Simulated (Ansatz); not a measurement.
## Electronic structure of I$_{4}$Sn in real space

Input file:

```
crystal:
  periodic: [false, false, false]
  atoms:
    - {symbol: I, position_ang: [-1.249500, 0.004650, 2.338681]}
    - {symbol: Sn, position_ang: [0.009960, -0.014744, -0.008303]}
    - {symbol: I, position_ang: [2.271346, -1.405369, 0.209047]}
    - {symbol: I, position_ang: [-1.553527, -1.143716, -1.845659]}
    - {symbol: I, position_ang: [0.571521, 2.485480, -0.735265]}
basis:
  gaussian: {orbitals: def2-TZVPP}
hamiltonian: {xc: pbe0, dispersion: d4}
output: {orbitals: {seedname: orbitals}}
```

Launched as:

```sh
ansatz run in.yaml --threads 2 --pin off --events-out ev --progress --plain --max-ram 22528MiB --backend cpu
```

Geometry: PBE0-D4/def2-TZVP; core potentials replace the inner electrons of I and Sn.

All numbers below come from RKS PBE0-D4/def2-TZVPP in Ansatz.

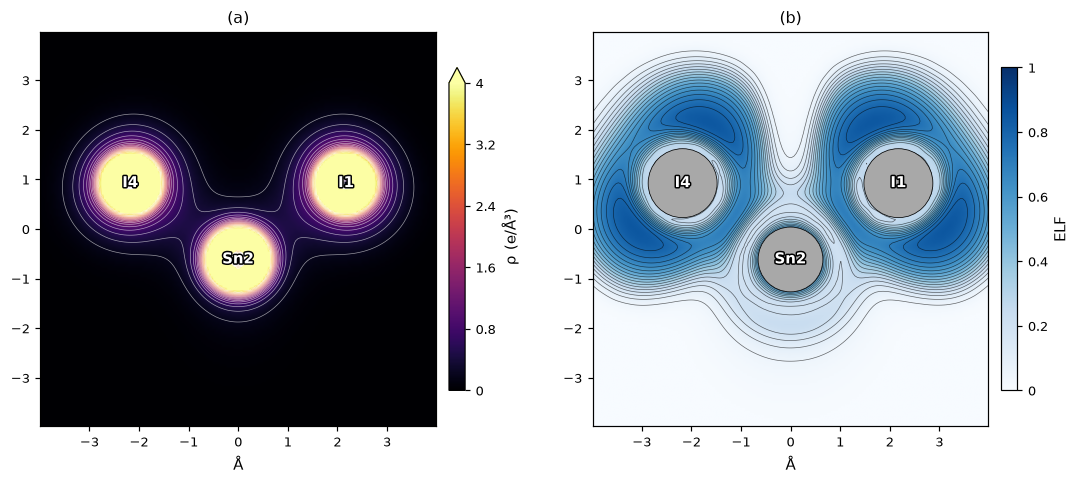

Figure 1. (a) electron density; (b) electron localisation function on the plane of atoms I1, Sn2 and I4. Grey discs cover the atomic cores in the ELF map.

Question: What does the map show?

Answer:
- The section cuts through I and Sn sites.
- Sn–I (2.66 Å): ρ is about 0.49 e/Å³ halfway; the ELF peaks at about 0.70 in the valence shell of I, 1.2 Å from its nucleus, and drops to about 0.20 between the two atoms.
- The ELF also peaks beside I4 and I1, away from the bonds: lone-pair regions.

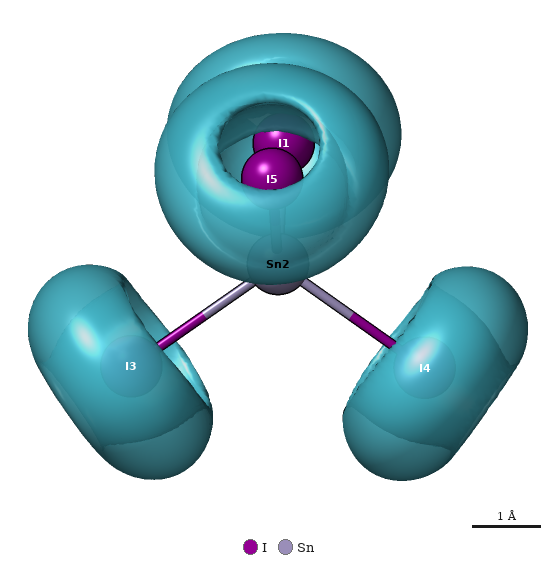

Figure 2. Isosurface of the ELF at 0.75 (cyan), seen across its widest extent. Only the valence region is drawn (cores and ρ < 0.01 e/Å³ removed).

Question: Describe the localisation domains.

Answer: The ELF exceeds this value in four rings or bowls of non-bonding electrons around I.

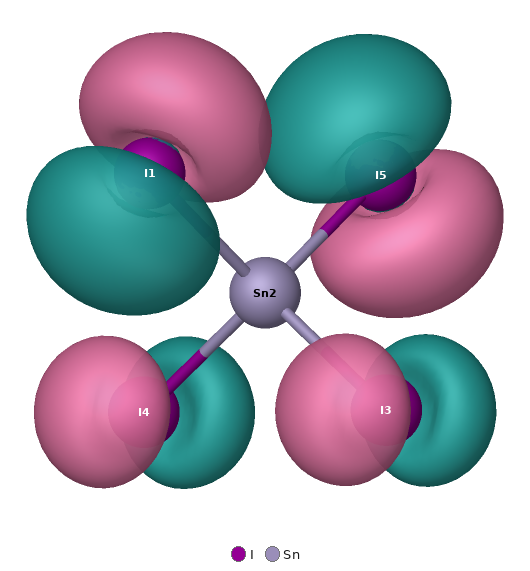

Figure 3. The HOMO at ±0.08 Å⁻³ᐟ² (teal and pink are the two phases), seen at an oblique angle.

Question: Describe this orbital and give its energy.

Answer: It lies mainly on I1 (about 35 %), I5 (about 35 %), I4 (about 10 %) and I3 (about 10 %); largely a combination of lone pairs on I1, I5, I4 and I3. It is one of a degenerate set, so its orientation is arbitrary. Its energy is −7.92 eV.
